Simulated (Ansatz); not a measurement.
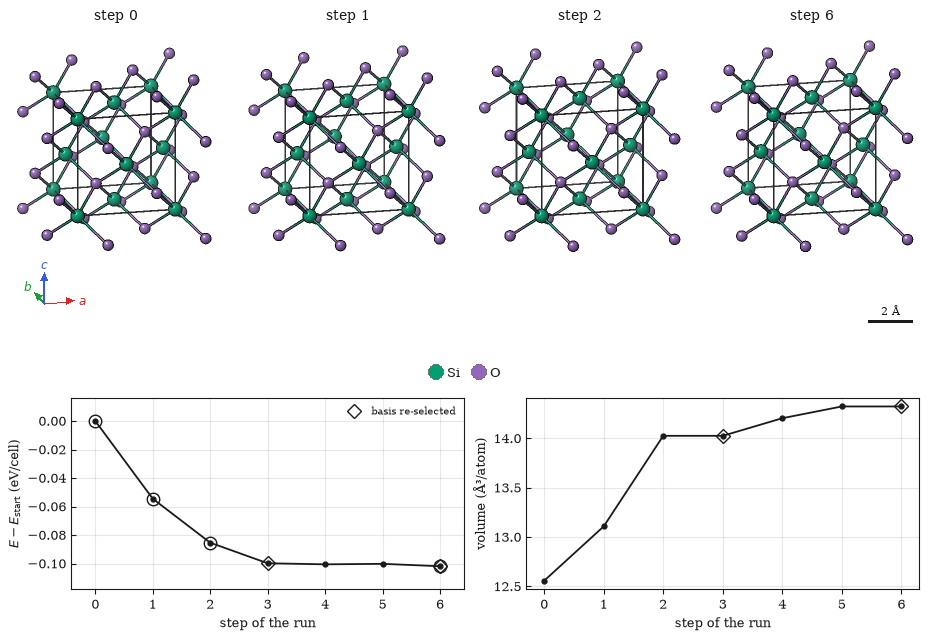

Frames of a relaxation of crystalline SiO (a generated structure, set up in F-43m) (coarse preliminary run), marked on the history of the run. The picture is a ball-and-stick view of the conventional cell (4 times the calculation's cell), seen slightly off an axis. Lengths and directions refer to the drawn axes.

Method: DFT PBE, scalar-relativistic, plane waves, PAW in Ansatz 0.2.0. (plane-wave cutoff 420 eV; k-point mesh 6 × 6 × 6; occupations gaussian; smearing width 0.1 eV; no spin polarisation; cell and atoms relaxed; force threshold 0.04 eV/Å; at most 70 steps)

Describe the path.

The atoms keep their places relative to the cell (all moves are under 0.005 Å). The drawn cell changes as follows: a = b = c 4.649 → 4.857 Å (+4.5 %); the volume changes by +14.1 %. Near-neighbour distances that change, for instance: O–Si 2.013 → 2.103 Å. The space group stays F-43m (No. 216). The energy falls by 0.102 eV per cell of the calculation in 4 accepted moves (6 points after the start). All forces vanish by symmetry, so only the cell relaxes. Pressure: 10.49 GPa at the start and 0.01 GPa at the end. At 2 points the geometry stayed and the basis and grid were re-selected for the new cell (energy shift of 14.4 meV per cell of the calculation at most each time). From step 0 to 1: volume +4.4 %, energy −54.5 meV per cell of the calculation. From step 1 to 2: volume +7.0 %, energy −30.8 meV per cell of the calculation. From step 2 to 6: volume +2.1 %, energy −16.5 meV per cell of the calculation.
